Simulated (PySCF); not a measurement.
```yaml
atoms:
  - { symbol: C, position_ang: [-2.3411, 0.4122, -0.6649] }
  - { symbol: S, position_ang: [-0.6507, 0.9963, -0.9913] }
  - { symbol: C, position_ang: [0.2786, 0.0693, 0.2927] }
  - { symbol: C, position_ang: [0.4068, -1.4026, -0.0700] }
  - { symbol: Si, position_ang: [1.9636, 0.9369, 0.5052] }
  - { symbol: F, position_ang: [2.7195, 0.1231, 1.6776] }
  - { symbol: H, position_ang: [-2.4327, -0.6371, -0.9298] }
  - { symbol: H, position_ang: [-2.9979, 1.0081, -1.2899] }
  - { symbol: H, position_ang: [-2.5821, 0.5679, 0.3830] }
  - { symbol: H, position_ang: [-0.3108, 0.1749, 1.2081] }
  - { symbol: H, position_ang: [0.9946, -1.9191, 0.6873] }
  - { symbol: H, position_ang: [-0.5685, -1.8841, -0.1311] }
  - { symbol: H, position_ang: [0.9051, -1.5129, -1.0310] }
  - { symbol: H, position_ang: [1.8103, 2.2918, 1.0036] }
  - { symbol: H, position_ang: [2.8009, 0.7832, -0.6714] }
```

Geometry: GFN2-xTB.

Level of theory: PySCF, CAM-B3LYP/def2-SVPD, SCF density, gas phase.

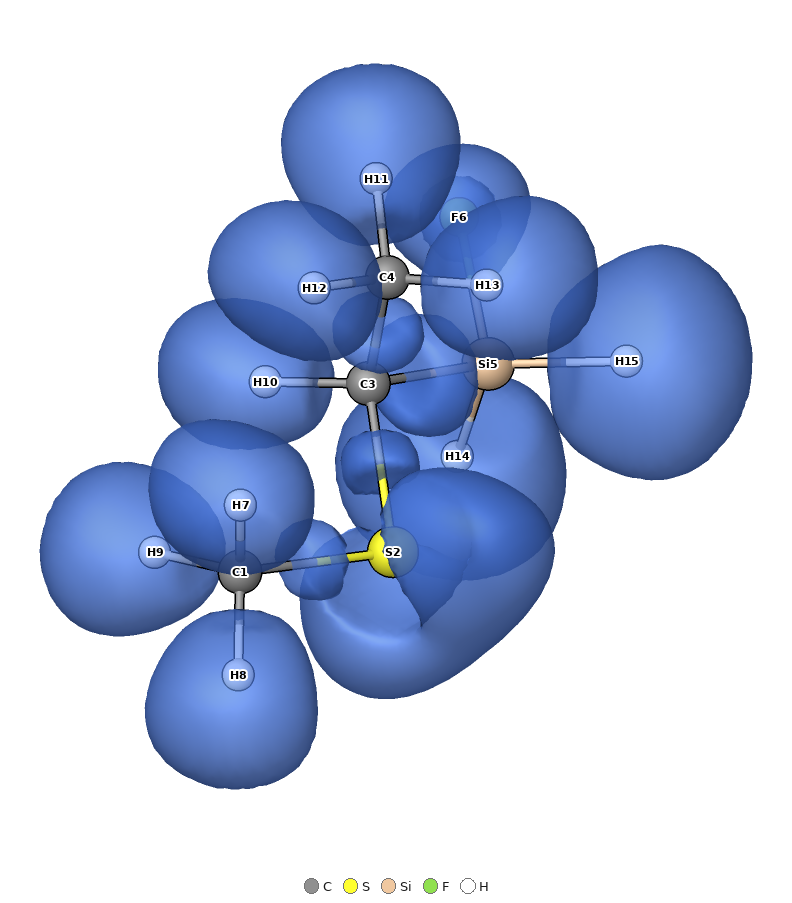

C₃H₉FSSi. Isosurface of the electron localisation function at 0.8 (blue), seen at an oblique angle. Core shells and regions of very low density are left out.

Where are the electrons localised?

Answer. The surface consists of one region between bonded C–C atoms (shared pairs), two regions between bonded C–S atoms (shared pairs), one region between bonded C–Si atoms (shared pairs), nine regions around hydrogen nuclei, one lobe on S, pointing away from the bonds (lone pairs, which may merge into one lobe) and one region wrapped around F (its lone pairs, merged into a ring or cap).

Values along the shortest contacts:
C–C (1.52 Å): the ELF peaks at about 0.95 between the atoms: localised, covalent bonding. Si–F (1.61 Å): the ELF peaks at about 0.85 in the valence shell of F, 0.6 Å from its nucleus, and is about 0.50 at the midpoint.
